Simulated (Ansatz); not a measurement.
**GaPNH (singlet): one geometry, many settings at distance Ga1–P2 = 7.694 Å**

Aim: run GaPNH (singlet) at one geometry under a spread of methods and options, and see what each costs and gives.

Computed with Ansatz 0.2.0, Gaussian basis. Level: the settings change from run to run.

23 further runs of the same task are left out: 2 for a known fault of the program, 19 that didn't finish, 2 set aside as unsound or not needed.

### 1 What is computed

The geometry derives from a PBE0/def2-TZVP stationary point (not a proven minimum). One bond is set to the value named and the two fragments are kept rigid. No spin-orbit coupling is included. The filled d shell of Ga may be among the frozen orbitals whatever the setting's name suggests; the logs give the count.

4 atoms, charge 0, spin multiplicity 1.

Atoms are counted from 1 here; the program's logs count them from 0.

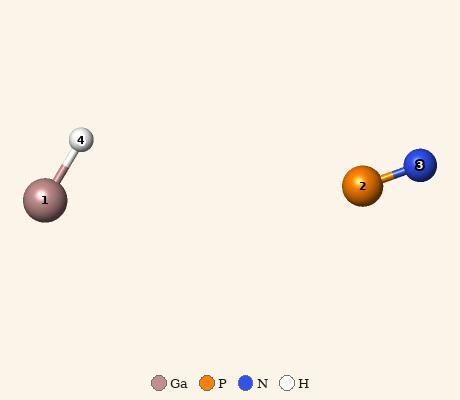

The structure; gallium pink, phosphorus orange, nitrogen blue, hydrogen white; atoms are numbered from 1 in the order of the file.

### 2 HF/def2-mTZVP

The input, in.yaml:

```yaml
crystal:
  periodic: [false, false, false]
  atoms:
    - {symbol: Ga, position_ang: [0.000028, -0.217793, 4.455627]}
    - {symbol: P, position_ang: [-0.000020, -0.650349, -3.226205]}
    - {symbol: N, position_ang: [0.000017, -0.289529, -4.665529]}
    - {symbol: H, position_ang: [-0.000024, 1.157672, 3.436107]}
basis:
  gaussian: {orbitals: def2-mTZVP}
magnetization: {spin_polarized: false}
hamiltonian: {xc: hf}
output: {orbitals: {seedname: orbitals}}
```

Started as:

```
$ ansatz run in.yaml --threads 1 --pin off --events-out ev --progress --plain --max-ram 2393MiB
```

Standard output:

```text
Functional definition: HF
  name "HF"
  cite "Fock, Z. Phys. 61, 126 (1930) doi:10.1007/BF01340294"
  parent pbe
  exchange = exact_x
  correlation = 0
694 factors; integrals over basis functions are off by at most 9.9e-4 eV
mean field evaluation 1: about -63098.1572 eV, gradient 3.9e1 eV
mean field evaluation 2: about -63098.1625 eV, gradient 3.9e1 eV
mean field evaluation 4: about -63102.0241 eV, gradient 2.7e0 eV
mean field evaluation 8: about -63102.0718 eV, gradient 1.8e-1 eV
mean field -63102.07198436 eV, -2318.9583733046 hartree, gradient 8.7e-6 eV, S^2 0.000000; 0 other end points of the search recorded, 0 dependent functions left out
reference -63102.07198436 eV, -2318.9583733046 hartree; 27, 27 occupied and 53, 53 virtual orbitals, 694 factors
Total energy: -63102.07198436 eV, -2318.9583733046 hartree
```

Wall time 0.51 s (1 thread of Intel Xeon 6975P-C, shared host).

### 3 CCSD(T) on RHF/STO-3G

in.yaml, as its differences from that of step 2:

```diff
@@ -8,5 +8,4 @@
 basis:
-  gaussian: {orbitals: def2-mTZVP}
+  gaussian: {orbitals: STO-3G}
 magnetization: {spin_polarized: false}
-hamiltonian: {xc: hf}
-output: {orbitals: {seedname: orbitals}}
+correlation: {method: ccsd_t, electrons: outside_noble_gas}
```

The command is unchanged.

Standard output, cut to the lines that bear on the results:

```text
Functional definition: HF
  name "HF"
  cite "Fock, Z. Phys. 61, 126 (1930) doi:10.1007/BF01340294"
  parent pbe
[...]
343 factors; integrals over basis functions are off by at most 6.7e-5 eV
[...]
mean field -62367.00685834 eV, -2291.9452281683 hartree, gradient 2.1e-9 eV, S^2 0.000000; 14 other end points of the search recorded, 0 dependent functions left out; unrestricted orbitals would lower it
[...]
determinant -62367.00685834 eV, -2291.9452281683 hartree, with singles and doubles -62372.65058232 eV, -2292.1526311991 hartree
determinant -62367.00626680 eV, -2291.9452064298 hartree, with singles and doubles -62372.65004681 eV, -2292.1526115197 hartree
determinant -62366.34432834 eV, -2291.9208806399 hartree, with singles and doubles -62372.05655601 eV, -2292.1308011351 hartree
determinant -62367.00685834 eV, -2291.9452281683 hartree, with singles and doubles -62372.65296700 eV, -2292.1527188346 hartree
determinant -62367.00626680 eV, -2291.9452064298 hartree, with singles and doubles -62372.65243464 eV, -2292.1526992707 hartree
unrestricted determinant -62372.03352172 eV, -2292.1299546406 hartree, S^2 1.9545
20 core orbitals not correlated, not the lowest: weight in the atoms' cores, before any rotation towards them, 0.547 or more for the frozen orbitals, at most 0.255 for the correlated occupied ones
reference -62367.00685834 eV, -2291.9452281683 hartree; 7, 7 occupied and 6, 6 virtual orbitals, 343 factors
second order -5.63138043 eV of doubles, -0.00000000 eV of singles
cycle   1  -5.64610424 eV  change    4.4e-6 eV  update   2.2e-6
perturbative correction -0.06471870 eV, -0.0023783682 hartree
WARN: the results are in doubt because among natural orbitals full CI differs from the method by -0.084 eV
Total energy: -62372.71768128 eV, -2292.1550970404 hartree
In doubt: among natural orbitals full CI differs from the method by -0.084 eV
```

Run time: 2.9 s. Hardware: 1 thread of Intel Xeon 6975P-C, shared host.

From the report: correlation -5.7108 eV; T1 0.008; largest double amplitude 0.18. The program marks this result as in doubt; its last lines say why.

### 4 CCSD(T) on RHF/def2-SVP

in.yaml, as its differences from that of step 3:

```diff
@@ -8,4 +8,5 @@
 basis:
-  gaussian: {orbitals: STO-3G}
+  gaussian: {orbitals: def2-SVP, fitting: {mean_field: def2-universal-jkfit}}
 magnetization: {spin_polarized: false}
 correlation: {method: ccsd_t, electrons: outside_noble_gas}
+output: {forces: true}
```

The command is unchanged.

Standard output, cut to the lines that bear on the results:

```text
Functional definition: HF
  name "HF"
  cite "Fock, Z. Phys. 61, 126 (1930) doi:10.1007/BF01340294"
  parent pbe
[...]
489 factors; integrals over basis functions are off by at most 4.6e-1 eV
[...]
mean field -63090.52846623 eV, -2318.5341568378 hartree, gradient 2.8e-6 eV, S^2 0.000000; 0 other end points of the search recorded, 0 dependent functions left out; unrestricted orbitals would lower it
[...]
20 core orbitals not correlated: weight in the atoms' cores, before any rotation towards them, 0.999 or more for the frozen orbitals, at most 0.000 for the correlated occupied ones
reference -63090.52846623 eV, -2318.5341568378 hartree; 7, 7 occupied and 42, 42 virtual orbitals, 489 factors
second order -9.23997447 eV of doubles, -0.00000000 eV of singles
cycle   1  -9.11188150 eV  change    1.3e-1 eV  update   1.3e-1
[...]
cycle  11  -9.83090031 eV  change   -3.9e-6 eV  update   2.0e-6
perturbative correction -0.45369824 eV, -0.0166731029 hartree
[...]
Total energy: -63100.81306478 eV, -2318.9121088635 hartree
Atom 0 at     0.000028    -0.217793     4.455627 Å, force    -0.000009     0.244298    -0.175541 eV/Å
Atom 1 at    -0.000020    -0.650349    -3.226205 Å, force    -0.000045    -0.437642     1.757449 eV/Å
Atom 2 at     0.000017    -0.289529    -4.665529 Å, force     0.000045     0.439117    -1.757366 eV/Å
Atom 3 at    -0.000024     1.157672     3.436107 Å, force     0.000009    -0.245774     0.175458 eV/Å
Dipole moment:    -0.000011    -0.163100     0.527050 e Å
```

Run time: 1.9 s. Hardware: 1 thread of Intel Xeon 6975P-C, shared host.

From the report: correlation -10.2846 eV; T1 0.017; largest double amplitude 0.13.

### 5 BCCD(T)/cc-pVDZ

in.yaml, as its differences from that of step 4:

```diff
@@ -8,5 +8,5 @@
 basis:
-  gaussian: {orbitals: def2-SVP, fitting: {mean_field: def2-universal-jkfit}}
+  gaussian: {orbitals: cc-pVDZ}
 magnetization: {spin_polarized: false}
-correlation: {method: ccsd_t, electrons: outside_noble_gas}
-output: {forces: true}
+hamiltonian: {xc: {name: B3LYP}}
+correlation: {method: bccd_t, electrons: outside_noble_gas}
```

Same command.

Standard output, cut to the lines that bear on the results:

```text
Functional definition: B3LYP
  name "B3LYP"
  cite "Stephens, Devlin, Chabalowski & Frisch, J. Phys. Chem. 98, 11623 (1994) doi:10.1021/j100096a001"
  cite "Becke, Phys. Rev. A 38, 3098 (1988) doi:10.1103/PhysRevA.38.3098"
  cite "Lee, Yang & Parr, Phys. Rev. B 37, 785 (1988) doi:10.1103/PhysRevB.37.785"
  cite "Vosko, Wilk & Nusair, Can. J. Phys. 58, 1200 (1980) doi:10.1139/p80-159"
[...]
696 factors; integrals over basis functions are off by at most 1.1e-3 eV
[...]
mean field -63171.78711207 eV, -2321.5203569933 hartree, gradient 1.5e-6 eV, S^2 0.000000; 0 other end points of the search recorded, 0 dependent functions left out
20 core orbitals not correlated: weight in the atoms' cores, before any rotation towards them, 0.999 or more for the frozen orbitals, at most 0.000 for the correlated occupied ones
reference -63100.12299317 eV, -2318.8867491994 hartree; 7, 7 occupied and 37, 37 virtual orbitals, 696 factors
second order -9.78285078 eV of doubles, -0.31102971 eV of singles
cycle   1  -9.44833327 eV  change    6.3e-1 eV  update   1.4e-1
[...]
cycle  10  -10.19452134 eV  change    8.4e-6 eV  update   6.5e-6
perturbative correction -0.49227647 eV, -0.0180908267 hartree
Total energy: -63110.80979098 eV, -2319.2794817753 hartree
```

Wall time 1.7 s (1 thread of Intel Xeon 6975P-C, shared host).

From the report: correlation -10.6868 eV; largest double amplitude 0.13.

### 6 CISD/cc-pVDZ

in.yaml, as its differences from that of step 5:

```diff
@@ -9,4 +9,3 @@
   gaussian: {orbitals: cc-pVDZ}
-magnetization: {spin_polarized: false}
-hamiltonian: {xc: {name: B3LYP}}
-correlation: {method: bccd_t, electrons: outside_noble_gas}
+correlation: {active_space: {ras: {orbitals: [7, 0, 37], electrons: 14, max_holes: 2, max_particles: 2}, fixed_orbitals: true}}
+accuracy: high
```

Same command.

Standard output:

```text
Functional definition: HF
  name "HF"
  cite "Fock, Z. Phys. 61, 126 (1930) doi:10.1007/BF01340294"
  parent pbe
  exchange = exact_x
  correlation = 0
1203 factors; integrals over basis functions are off by at most 4.4e-9 eV
mean field evaluation 1: about -63097.3726 eV, gradient 3.5e1 eV
mean field evaluation 2: about -63097.3844 eV, gradient 3.5e1 eV
mean field evaluation 4: about -63100.7155 eV, gradient 2.4e0 eV
mean field evaluation 8: about -63100.7573 eV, gradient 5.0e-4 eV
mean field -63100.75729261 eV, -2318.9100592738 hartree, gradient 2.0e-8 eV, S^2 0.000000; 0 other end points of the search recorded, 0 dependent functions left out
reference -63100.75729261 eV, -2318.9100592738 hartree; 27, 27 occupied and 37, 37 virtual orbitals, 1203 factors
state -63109.34830995 eV, -2319.2257733378 hartree
Total energy: -63109.34830995 eV, -2319.2257733378 hartree
```

It took 2.3 s on 1 thread of Intel Xeon 6975P-C, shared host.

From the report: 95,572 determinants.

### 7 BCCD on UHF/def2-SVP

in.yaml, as its differences from that of step 6:

```diff
@@ -8,4 +8,6 @@
 basis:
-  gaussian: {orbitals: cc-pVDZ}
-correlation: {active_space: {ras: {orbitals: [7, 0, 37], electrons: 14, max_holes: 2, max_particles: 2}, fixed_orbitals: true}}
-accuracy: high
+  gaussian: {orbitals: def2-SVP}
+magnetization: {spin_polarized: true, initial_magnetization: 0}
+hamiltonian: {pseudopotentials: {relativity: scalar}}
+correlation: {method: bccd, electrons: outside_noble_gas}
+output: {forces: true}
```

Launched as before.

Standard output, cut to the lines that bear on the results:

```text
Functional definition: HF
  name "HF"
  cite "Fock, Z. Phys. 61, 126 (1930) doi:10.1007/BF01340294"
  parent pbe
[...]
672 factors; integrals over basis functions are off by at most 9.3e-4 eV
[...]
mean field -63521.17862397 eV, -2334.3602582295 hartree, gradient 2.1e-6 eV, S^2 0.711277; 13 other end points of the search recorded, 0 dependent functions left out
determinant -63521.17862397 eV, -2334.3602582295 hartree, with singles and doubles -63530.67049834 eV, -2334.7090781788 hartree
determinant -63519.10818925 eV, -2334.2841711570 hartree, with singles and doubles -63528.21691237 eV, -2334.6189105575 hartree
determinant -63519.10273753 eV, -2334.2839708101 hartree, with singles and doubles -63528.21077688 eV, -2334.6186850824 hartree
determinant -63518.80091776 eV, -2334.2728791380 hartree, with singles and doubles -63528.23249717 eV, -2334.6194832885 hartree
[...]
20 core orbitals not correlated, not the lowest: weight in the atoms' cores, before any rotation towards them, 0.999 or more for the frozen orbitals, at most 0.000 for the correlated occupied ones
reference -63521.17862397 eV, -2334.3602582295 hartree; 7, 7 occupied and 42, 42 virtual orbitals, 672 factors
second order -7.52671666 eV of doubles, -0.00000000 eV of singles
cycle   1  -9.37785089 eV  change    1.1e-1 eV  update   7.9e-2
[...]
cycle  17  -9.48281935 eV  change    9.0e-8 eV  update   1.3e-7
[...]
Total energy: -63530.66144332 eV, -2334.7087454131 hartree
Relativity: scalar
Atom 0 at     0.000028    -0.217793     4.455627 Å, force    -0.000010     0.259512    -0.186181 eV/Å
Atom 1 at    -0.000020    -0.650349    -3.226205 Å, force    -0.000023    -0.222212     0.899703 eV/Å
Atom 2 at     0.000017    -0.289529    -4.665529 Å, force     0.000023     0.223861    -0.899653 eV/Å
Atom 3 at    -0.000024     1.157672     3.436107 Å, force     0.000010    -0.261161     0.186131 eV/Å
Dipole moment:    -0.000011    -0.186921     0.562082 e Å
```

Run time: 17 s. Hardware: 1 thread of Intel Xeon 6975P-C, shared host; peak memory 0.33 GiB.

From the report: ⟨S²⟩ of the determinant 0.711 (pure singlet: 0.00); correlation -9.4828 eV; largest double amplitude 0.13. The determinant is far from a pure spin state, so its energy mixes those of several spin states (harmless only where they are near-degenerate, as at dissociation).

### 8 The runs in one table

 † marks a result that the program doubts.

```csv
level,correlated,functions,energy (eV),time
HF/def2-mTZVP,,80,-63102.0720,0.51 s
CCSD(T) on RHF/STO-3G †,outside noble gas,33,-62372.7177,2.9 s
CCSD(T) on RHF/def2-SVP,outside noble gas,69,-63100.8131,1.9 s
BCCD(T)/cc-pVDZ (on B3LYP orbitals),outside noble gas,64,-63110.8098,1.7 s
CISD/cc-pVDZ,outside noble gas,64,-63109.3483,2.3 s
BCCD on UHF/def2-SVP (relativity set),outside noble gas,69,-63530.6614,17 s
```

### 9 What came out

```
quantity                                        value
    runs                                            6
quickest                        HF/def2-mTZVP, 0.51 s
 slowest  BCCD on UHF/def2-SVP (relativity set), 17 s
```

What this shows: Total energies in different bases, with other cores or another treatment of relativity can't be set against each other. BCCD on UHF/def2-SVP (relativity set) took 32 times as long as HF/def2-mTZVP; the jobs differ in more than the method.
